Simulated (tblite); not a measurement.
## Run report: C₂H₆OSi₂, molecular dynamics

System: C₂H₆OSi₂.
Method: GFN2-xTB Langevin dynamics, gas phase (tblite 0.8.0).

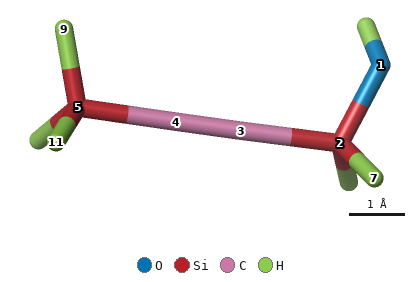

*The input geometry (stick view, seen at a tilt; atoms are numbered from 1 in the order of the input).*

Input file
```
{"job": {"kind": "md", "xc": "GFN2-xTB", "basis": "xTB", "temperature": 200, "steps": 2000, "every": 50}, "charge": 0, "multiplicity": 1}
O     -2.887147     0.741585     0.638987
Si    -2.130568    -0.023114    -0.583344
C     -0.296993    -0.055979    -0.296671
C      0.896271    -0.082080    -0.091705
Si     2.716453    -0.111659     0.226693
H     -2.751338     0.501762     1.550862
H     -2.480528     0.812944    -1.722536
H     -2.575403    -1.417992    -0.680400
H      2.963436     0.527703     1.523100
H      3.159613    -1.508716     0.258688
H      3.391628     0.618217    -0.849637
```

The first line tells a small driver script what to run in tblite; the rest is the geometry in Å.

Command:
```bash
OMP_NUM_THREADS=1 python <driver script> task.json out
```

Log
```
t/fs     T/K      E/eV
    0.0   175.5   -403.93197
   25.0    87.5   -403.78024
   50.0   135.8   -403.74088
   75.0   152.6   -403.79624
  100.0   160.9   -403.75320
  125.0   121.9   -403.73141
  150.0   169.0   -403.76026
  175.0   108.5   -403.78752
  200.0   152.8   -403.77766
  225.0   210.8   -403.77765
  250.0   243.5   -403.78333
  275.0   227.9   -403.73113
  300.0   245.2   -403.60776
  325.0   257.5   -403.59453
  350.0   289.6   -403.67607
  375.0   247.9   -403.67042
  400.0   292.1   -403.66971
  425.0   218.6   -403.64345
  450.0   241.4   -403.58771
  475.0   319.2   -403.67029
  500.0   273.0   -403.71040
  525.0   190.5   -403.50159
  550.0   213.7   -403.62342
  575.0   234.4   -403.68163
  600.0   251.4   -403.73437
  625.0   247.8   -403.67776
  650.0   199.5   -403.66937
  675.0   224.4   -403.67918
  700.0   229.1   -403.77394
  725.0   162.2   -403.73179
  750.0   173.2   -403.74856
  775.0   191.9   -403.77728
  800.0   192.8   -403.77365
  825.0   131.4   -403.68707
  850.0   153.2   -403.76700
  875.0   174.0   -403.76682
  900.0   144.7   -403.72249
  925.0   183.4   -403.76389
  950.0   186.3   -403.77228
  975.0   203.4   -403.77211
 1000.0   170.5   -403.70813
```

Trajectory as extended XYZ (Å, eV, eV/Å), 9 of the 41 frames kept, from step=0 to step=40
```
11
Properties=species:S:1:pos:R:3:forces:R:3 step=0 time_fs=0.0 energy=-403.93197 temperature=175.5
O    -2.8871    0.7416    0.6390   -0.0008  -0.0004   0.0000
Si   -2.1306   -0.0231   -0.5833    0.0001  -0.0005  -0.0025
C    -0.2970   -0.0560   -0.2967    0.0020  -0.0071   0.0046
C     0.8963   -0.0821   -0.0917    0.0054   0.0024  -0.0023
Si    2.7165   -0.1117    0.2267    0.0066  -0.0038   0.0029
H    -2.7513    0.5018    1.5509   -0.0074  -0.0009  -0.0008
H    -2.4805    0.8129   -1.7225   -0.0020  -0.0021   0.0003
H    -2.5754   -1.4180   -0.6804   -0.0028   0.0069   0.0006
H     2.9634    0.5277    1.5231    0.0046   0.0062  -0.0019
H     3.1596   -1.5087    0.2587   -0.0035  -0.0042  -0.0032
H     3.3916    0.6182   -0.8496   -0.0021   0.0035   0.0023
11
Properties=species:S:1:pos:R:3:forces:R:3 step=5 time_fs=125.0 energy=-403.73141 temperature=121.9
O    -3.0583    0.1280    0.7340   -0.5050  -0.1812   0.1386
Si   -2.1611   -0.3064   -0.5264    0.6681  -0.2927  -0.3897
C    -0.3157   -0.1097   -0.2164   -2.6860  -0.3387  -0.2788
C     0.8712   -0.0252   -0.1732    2.5232   0.2216   0.3147
Si    2.6907    0.0155    0.2050    0.5029  -0.5284  -0.7882
H    -2.7632    0.4991    1.5466    0.2313   0.1770   0.4180
H    -2.4953    0.6636   -1.5511   -0.0535   0.1114  -0.3188
H    -2.5115   -1.7054   -0.8762    0.1534   0.3761   0.1743
H     3.1057    1.1753    0.9688   -0.0567   0.4395  -0.0536
H     2.9696   -1.1040    1.0956   -0.0683  -0.2901   0.1146
H     3.5772   -0.2157   -1.0259   -0.7094   0.3054   0.6689
11
Properties=species:S:1:pos:R:3:forces:R:3 step=10 time_fs=250.0 energy=-403.78333 temperature=243.5
O    -2.9043   -0.5085    0.6751   -0.4149  -0.3974   0.3860
Si   -2.0700   -0.3132   -0.6842   -0.4971   0.1928  -0.7889
C    -0.2931   -0.1868   -0.2950    0.0282  -0.1448  -0.1225
C     0.8840   -0.2461   -0.0519    1.3741   0.2605   0.2138
Si    2.7177   -0.1078    0.3073   -0.7706  -0.9620   0.2165
H    -2.7426    0.1239    1.3563   -0.0860   0.2215   0.5560
H    -2.4878    0.9723   -1.2478    0.0510   0.0922  -0.2102
H    -2.4410   -1.4659   -1.4873    0.0480  -0.0655  -0.0049
H     3.0145    1.1628    0.8877    0.1661   0.8906  -0.0356
H     2.9692   -0.9990    1.4601    0.0345  -0.1769  -0.2668
H     3.4221   -0.4906   -0.9148    0.0667   0.0892   0.0565
11
Properties=species:S:1:pos:R:3:forces:R:3 step=15 time_fs=375.0 energy=-403.67042 temperature=247.9
O    -2.6857   -1.1066    0.6647   -1.0417  -0.9310   0.0329
Si   -2.0201   -0.3273   -0.5908    0.3867   1.1301   0.6563
C    -0.1987   -0.1844   -0.1984    1.8170  -0.6186  -0.0613
C     1.0238   -0.2762   -0.0511   -1.9191   0.3340  -0.1844
Si    2.7994   -0.2741    0.4975   -0.8232   0.1278   1.5008
H    -3.5675   -1.5248    0.5994    1.0182   0.4814   0.1131
H    -2.5162    1.0597   -0.4225    0.0164  -0.1324  -0.3134
H    -2.3496   -0.9204   -1.8649    0.0229  -0.2104  -0.2875
H     3.1910    1.0797    0.9625   -0.1077  -0.2127  -0.1617
H     2.7190   -1.1567    1.7422    0.2476   0.3723  -0.7560
H     3.7133   -0.7012   -0.5113    0.3829  -0.3404  -0.5387
11
Properties=species:S:1:pos:R:3:forces:R:3 step=20 time_fs=500.0 energy=-403.71040 temperature=273.0
O    -2.6494   -1.3424    0.4025   -0.0470  -0.0050  -0.6836
Si   -1.8223   -0.1488   -0.3740    0.3231  -0.7120  -0.6137
C     0.0035   -0.4241   -0.1063   -0.8293   0.1394  -0.1988
C     1.1782   -0.5271    0.1372    1.2281   0.0171   0.0596
Si    3.0004   -0.6050    0.5581    0.0094   0.4966  -0.6531
H    -2.8565   -2.1284   -0.1142    0.0714   0.2705   0.4199
H    -2.1436    1.0664    0.3429   -0.2419   0.1391  -0.0549
H    -2.0398   -0.2869   -1.8928    0.0162   0.2386   1.0040
H     3.8846    0.4139   -0.1895   -0.7024  -0.6311   0.4368
H     2.9748   -0.2400    1.9758    0.2211  -0.1523   0.0598
H     3.4740   -1.9499    0.1687   -0.0488   0.1990   0.2240
11
Properties=species:S:1:pos:R:3:forces:R:3 step=25 time_fs=625.0 energy=-403.67776 temperature=247.8
O    -2.4720   -1.4085    0.2775   -0.3846   0.0295  -0.3518
Si   -1.6643   -0.1037   -0.2287    0.2519   0.2411  -0.7250
C     0.1963   -0.3357   -0.1094    0.1087  -0.1850   0.0790
C     1.3591   -0.4723    0.2231    0.4841   0.0932  -0.3014
Si    3.2175   -0.5877    0.6129   -0.9223  -0.6383  -0.7465
H    -2.1054   -2.1053    0.7904    0.2582  -0.3872   0.3786
H    -1.8154    0.9529    0.7547   -0.2522   0.3369   0.1240
H    -2.3134    0.1470   -1.5784    0.5779  -0.1248   0.8064
H     4.1157   -0.8368   -0.5703   -0.4592   0.2992   0.3926
H     3.4890    0.6731    1.2780    0.2169   0.0721   0.1706
H     3.2737   -1.8567    1.3650    0.1207   0.2633   0.1735
11
Properties=species:S:1:pos:R:3:forces:R:3 step=30 time_fs=750.0 energy=-403.74856 temperature=173.2
O    -2.6772   -1.0456    0.4823   -0.6101  -1.6126   0.4677
Si   -1.7969    0.1107   -0.1725    1.0447   0.8352   0.2823
C     0.0435   -0.2274   -0.0483    1.0704  -0.2105   0.5014
C     1.2209   -0.4052    0.2520   -0.4785   0.0708  -0.7365
Si    3.0961   -0.7178    0.2109   -1.5843   0.0388   0.9320
H    -2.6296   -2.0136    0.3817    0.0855   1.0489  -0.0244
H    -2.0451    1.2854    0.6891   -0.0744  -0.2666  -0.1470
H    -2.1898    0.3269   -1.5427   -0.0307   0.0052  -0.4678
H     3.2378   -2.0529   -0.3039    0.1593  -0.5005  -0.2757
H     3.6633    0.2908   -0.6219    0.3888   0.5169  -0.4331
H     3.5848   -0.6831    1.5969    0.0292   0.0744  -0.0988
11
Properties=species:S:1:pos:R:3:forces:R:3 step=35 time_fs=875.0 energy=-403.76682 temperature=174.0
O    -2.8373   -0.9460    0.1734   -0.7678  -1.7221   0.3408
Si   -1.8628    0.2071   -0.3137    0.6989   0.7628  -0.4261
C    -0.0774   -0.2337   -0.1874    1.0402  -0.0521  -0.1069
C     1.1371   -0.3316   -0.1809   -0.2397   0.0088   0.1909
Si    2.9775   -0.6228   -0.0651   -0.3876  -0.4861  -0.1288
H    -2.7641   -1.8929   -0.0326   -0.0094   0.8703   0.1272
H    -2.0740    1.3352    0.5529   -0.2073   0.2542   0.4356
H    -2.1504    0.6053   -1.6769   -0.0413  -0.0518  -0.4301
H     3.1448   -1.8901   -0.8384    0.1328   0.4966  -0.0288
H     3.7261    0.5835   -0.4390   -0.1120  -0.1402  -0.2032
H     3.4245   -0.9823    1.2788   -0.1068   0.0595   0.2296
11
Properties=species:S:1:pos:R:3:forces:R:3 step=40 time_fs=1000.0 energy=-403.70813 temperature=170.5
O    -2.8773   -1.0774   -0.0741   -0.4494   0.2685   0.1790
Si   -2.0460    0.3251   -0.0279   -0.1187  -0.3973   0.2680
C    -0.2874   -0.1998    0.1020    2.0376   0.1231  -0.0325
C     0.9254   -0.3299   -0.0355   -1.5554   0.0921   0.5508
Si    2.7003   -0.7466   -0.2812    0.2101  -0.2473  -0.5153
H    -2.5777   -1.8785   -0.4906    0.1117   0.0662  -0.0445
H    -2.6035    1.1645    1.0385    0.0600  -0.3271  -0.0575
H    -2.0132    1.0213   -1.2880   -0.2479   0.2900  -0.5570
H     2.5716   -1.2697   -1.6839    0.3921   0.1860   0.4079
H     3.5723    0.4354   -0.1074   -0.2344  -0.1494  -0.1376
H     3.2378   -1.8002    0.6016   -0.2057   0.0951  -0.0614
```

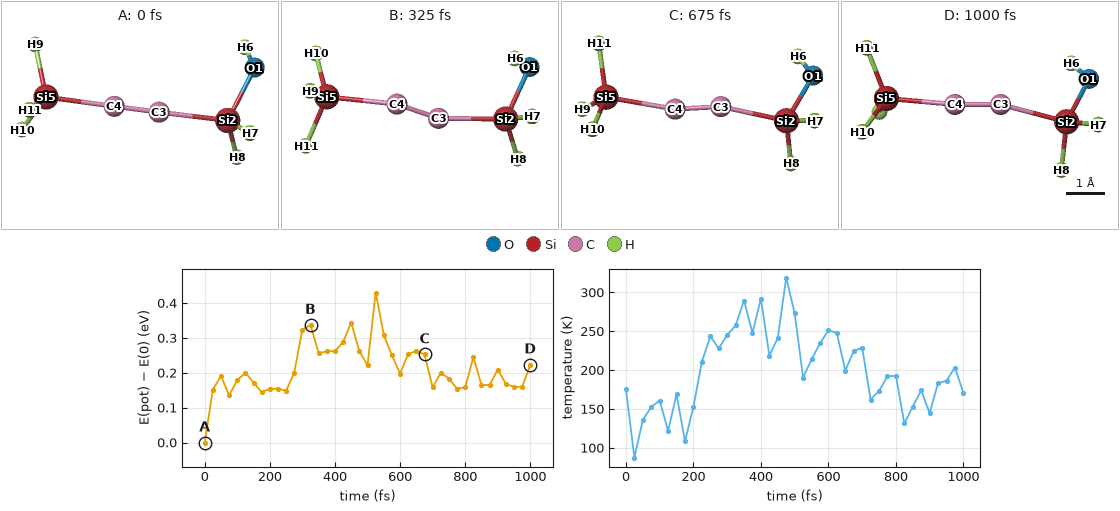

*Frames of the molecular dynamics (ball-and-stick, seen at a tilt) above the curves, on which the letters mark them.*

The trajectory kept here has 41 frames over 1000 fs. The temperature starts at 176 K, ranges from 88 to 319 K and averages 197 K over the second half. The potential energy ends 0.224 eV above its first value. After an unweighted best fit of the last frame on the first, the root-mean-square displacement is 0.76 Å, and H9 has moved furthest (1.25 Å).

Results in brief

- outcome: finished
- mean temperature over the second half: 197 K
- trajectory: 41 frames kept, 1000 fs
- hardware: 1 CPU thread, shared host
- wall time: 29 s
- peak memory: 0.18 GiB
